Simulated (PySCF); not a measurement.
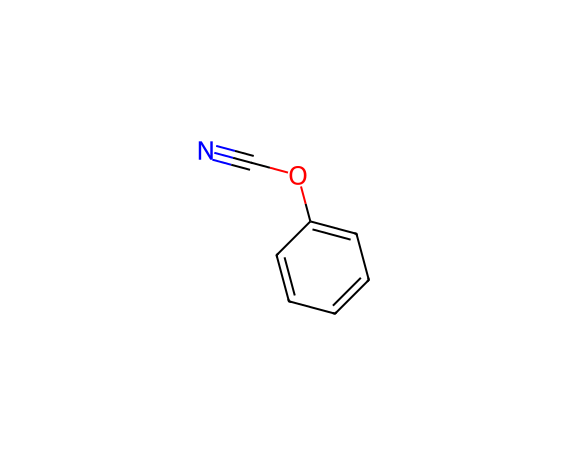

Give its SMILES.

Answer. N#COc1ccccc1

Give the formula, hydrogens included.

Answer. C7H5NO.

An optimisation with PBE0-D3(BJ)/def2-TZVP gave a structure of which point group?

Answer. Cs. Other conformers may differ.

The parts below concern this one geometry. Atoms keep their numbers from picture to picture. The computed structure is the end point of a PBE0-D3(BJ)/def2-TZVP optimisation. No frequency run is at hand to confirm it as a minimum.

Shape

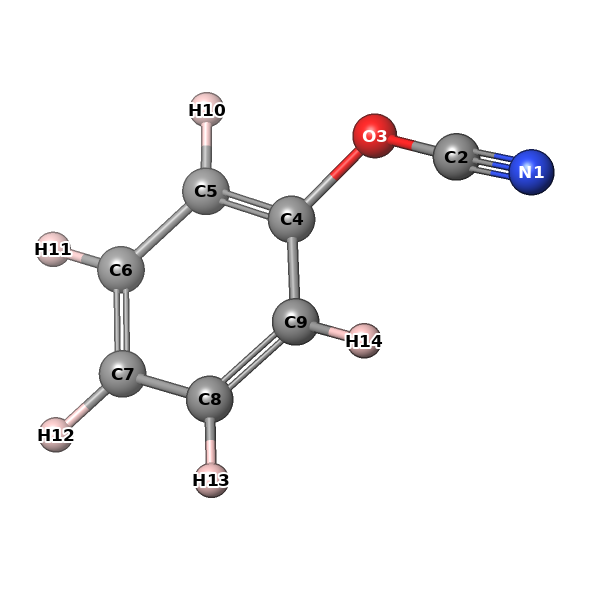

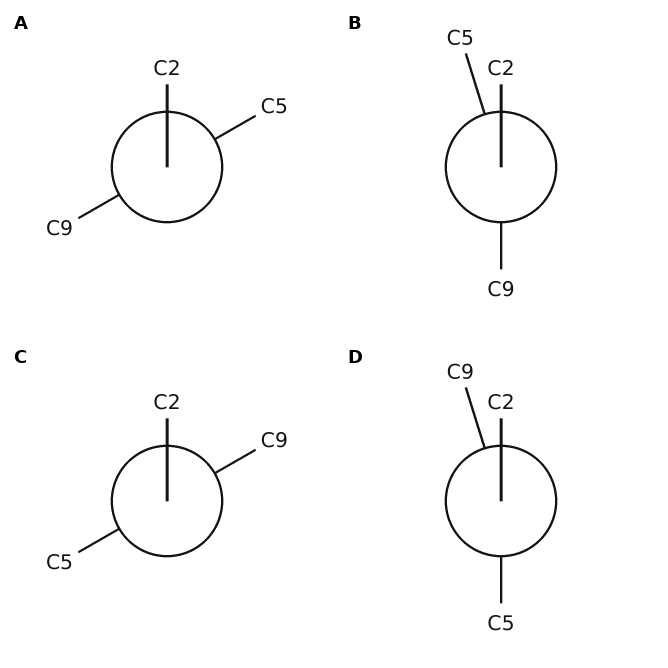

Atoms fade into the background with distance from the viewer. Bonds that would overlap in a projection are set slightly apart. No frequency run is at hand to confirm it as a minimum.

Which Newman projection shows the view along O3–C4, with O3 in front?

Answer. D. The torsion angle C2–O3–C4–C5 is 180°, antiperiplanar (anti).

Dipole moment

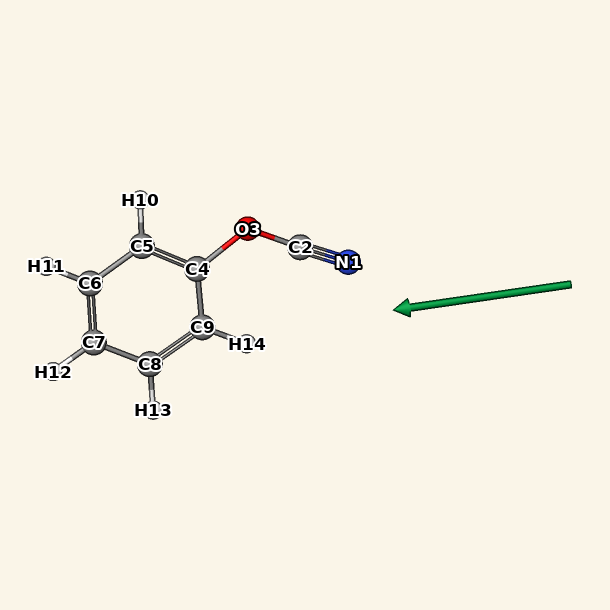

The arrow beside the molecule shows the direction of the dipole moment, from the negative to the positive end (its length means nothing). No frequency run is at hand to confirm it as a minimum. Level of theory: ωB97X-D/pcSseg-2, gas phase (PySCF 2.14.0).

How large is the dipole moment?

Answer. 4.61 D; it points from the side of N1 to the side of H11, H12 (the outermost atoms at the two ends).

NMR shielding

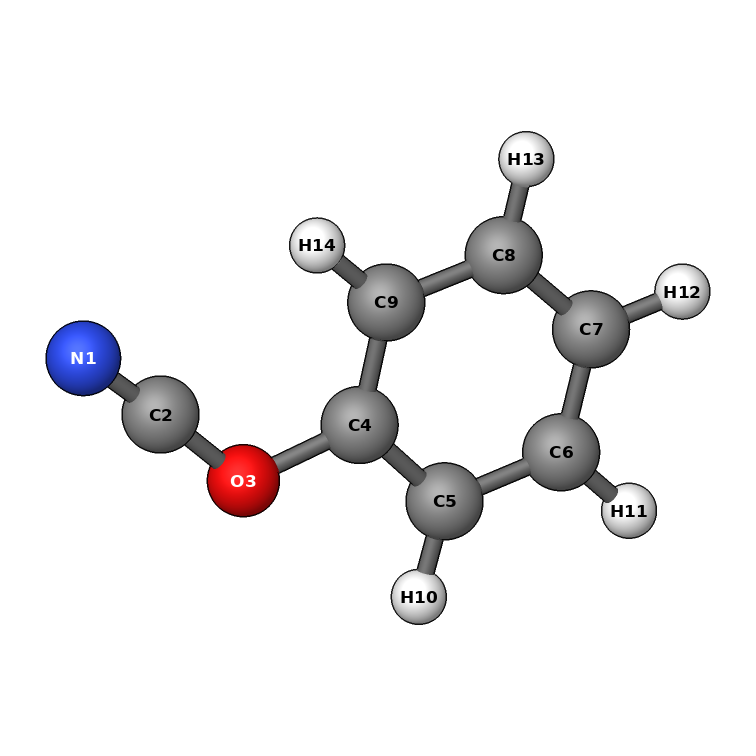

No frequency run is at hand to confirm it as a minimum. Method: GIAO PBE0/pcSseg-2 NMR shielding, non-relativistic, gas phase (PySCF 2.14.0). Principal shieldings σ11 ≤ σ22 ≤ σ33, span Ω = σ33 − σ11, skew κ = 3(σiso − σ22)/Ω.

Give the shielding tensors of the N atoms.

```
atom     σ11    σ22    σ33  σiso      Ω     κ
  N1  −109.5  −28.6  294.8  52.3  404.3  0.60
```

Shieldings and span in ppm.

Ring current

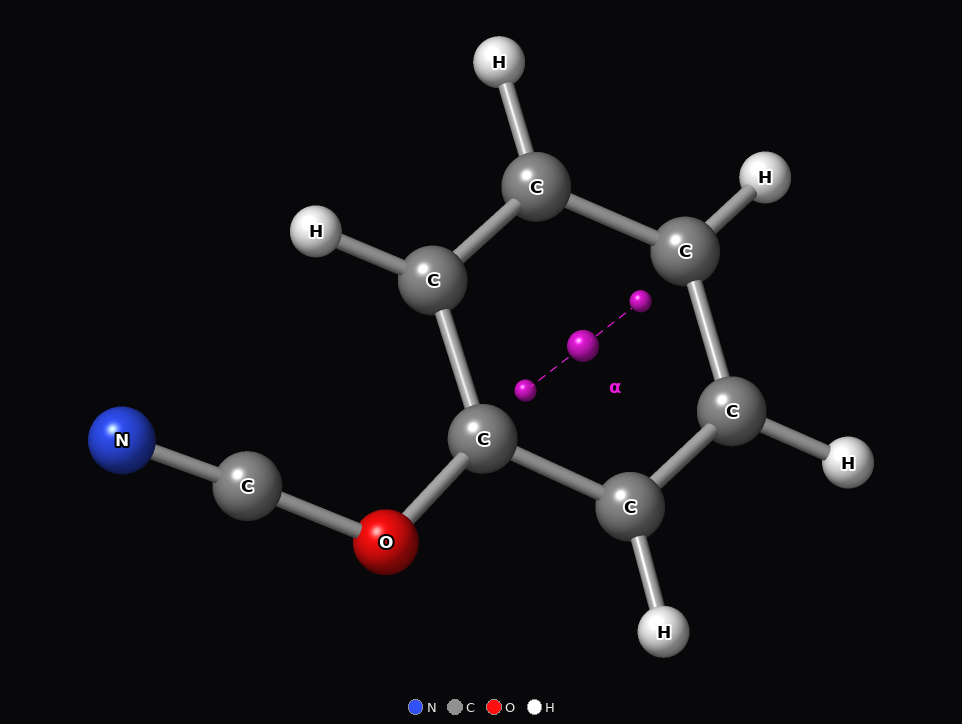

The small points mark where nucleus-independent chemical shifts (NICS) were computed: at the centre of each lettered ring and 1 Å above and below it. No frequency run is at hand to confirm it as a minimum. Level of theory: GIAO ωB97X-D/pcSseg-2 NMR shielding, non-relativistic, gas phase (PySCF 2.14.0).

Give NICS(0), NICS(1) and the out-of-plane component NICS(1)zz for each ring (means of the two sides).

| ring | members | NICS(0) | NICS(1) | NICS(1)zz |
| --- | --- | --- | --- | --- |
| α | C6 | −9.8 | −10.2 | −29.0 |

Values in ppm.

What do the values say about the ring currents?

Answer. Ring α: diatropic, as in an aromatic ring. NICS is one index among several.
